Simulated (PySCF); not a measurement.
```yaml
atoms:
  - { symbol: C, position_ang: [-2.5247, -0.7720, -0.1632] }
  - { symbol: C, position_ang: [-1.4866, 0.2543, 0.0579] }
  - { symbol: O, position_ang: [-0.2224, -0.2221, 0.3645] }
  - { symbol: C, position_ang: [0.6772, 0.6998, 0.8271] }
  - { symbol: F, position_ang: [0.2898, 1.1458, 2.0618] }
  - { symbol: O, position_ang: [1.9125, 0.1485, 0.9897] }
  - { symbol: C, position_ang: [2.5576, -0.1801, -0.2270] }
  - { symbol: H, position_ang: [-3.3455, -0.3502, -0.7387] }
  - { symbol: H, position_ang: [-2.0975, -1.6184, -0.6963] }
  - { symbol: H, position_ang: [-2.9353, -1.1493, 0.7818] }
  - { symbol: H, position_ang: [-1.7315, 1.2437, 0.4078] }
  - { symbol: H, position_ang: [0.6966, 1.6062, 0.1744] }
  - { symbol: H, position_ang: [2.6627, 0.7075, -0.8609] }
  - { symbol: H, position_ang: [2.0044, -0.9519, -0.7680] }
  - { symbol: H, position_ang: [3.5383, -0.5540, 0.0549] }
```

Geometry: GFN2-xTB.

The calculation used UKS B3LYP, pcH-1 on C F H O, non-relativistic, mean-field spin-orbit, GIAO (PySCF 2.14.0, density-fitted response routines).

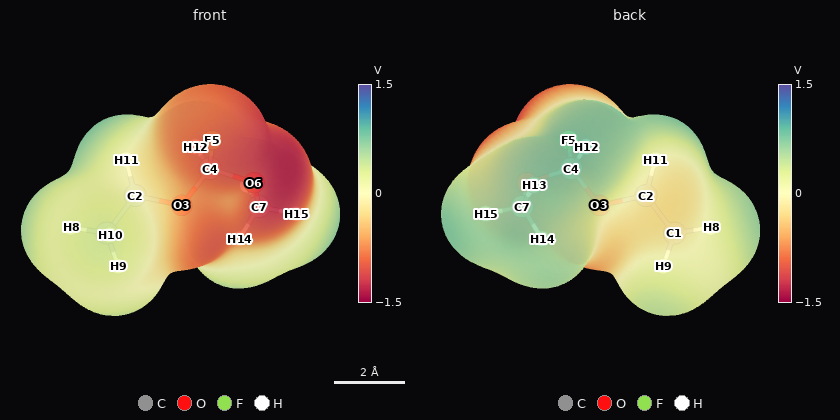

C₄H₈FO₂ (doublet). The electrostatic potential painted on the density surface at 0.001 e/bohr³, seen from the front and from behind; red is negative and blue positive.

Q: Describe the electrostatic potential map.

A: The most negative region (about −1.4 V) lies over O6, the most positive (about +0.8 V) over H12, H13 and H15. O6 is the likeliest acceptor of a hydrogen bond.
